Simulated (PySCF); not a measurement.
The calculation's input:

```
{"job": {"kind": "uv", "xc": "wB97X-D", "basis": "def2-SVPD", "nstates": 8, "ntriplets": 3}, "charge": 0, "multiplicity": 1}
Cl    -0.215013    -0.035464     2.744144
Si     0.053150    -1.095768     1.038537
C     -1.444449    -0.769661    -0.096569
C     -1.585324     0.678893    -0.546303
S     -0.361738     1.165412    -1.821607
Si     1.431178     1.212902    -0.647889
C      1.638958    -0.487887     0.182752
H      0.123337    -2.517632     1.378499
H     -1.391972    -1.404035    -0.982101
H     -2.363546    -1.044887     0.426344
H     -2.550135     0.839757    -1.027817
H     -1.495345     1.371033     0.291225
H      1.288655     2.268612     0.352560
H      2.479698     1.489081    -1.617578
H      1.922443    -1.213557    -0.579174
H      2.462503    -0.447854     0.893568
```

Run with:

```sh
OMP_NUM_THREADS=1 python probes_run.py task.json out
```

Geometry: GFN2-xTB.

These are results of wB97X-D/def2-SVPD, SCF density, gas phase in PySCF 2.14.0, not measurements.

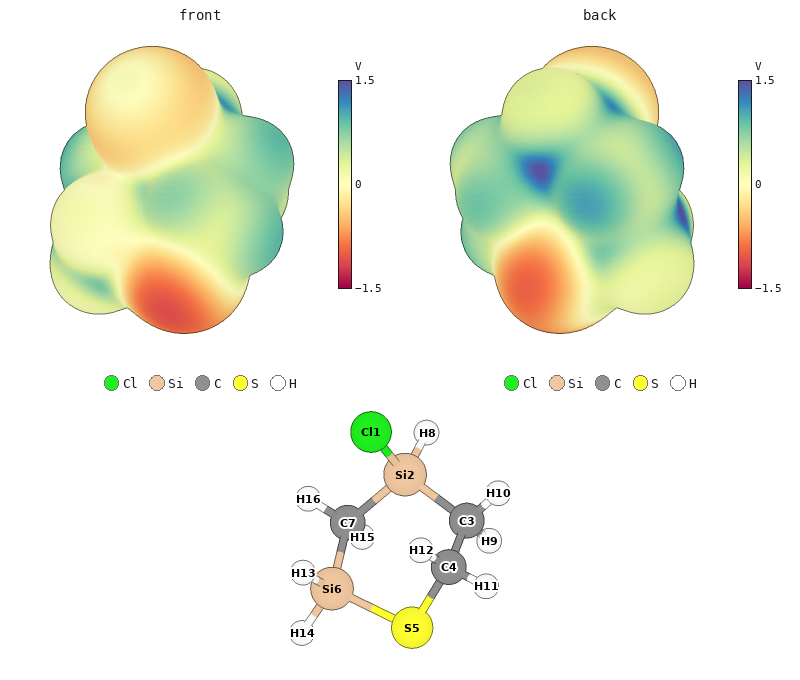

C₃H₉ClSSi₂. The molecular electrostatic potential painted on the density surface at 0.002 e/bohr³, seen from the front and from behind; the colour scale runs from red (negative) to blue (positive). The bare structure is drawn below in the same view.

**Where is the surface potential most negative and most positive?**

The most negative region (about −1.1 V) lies over S5, the most positive (about +1.4 V) over Si2 and Si6.
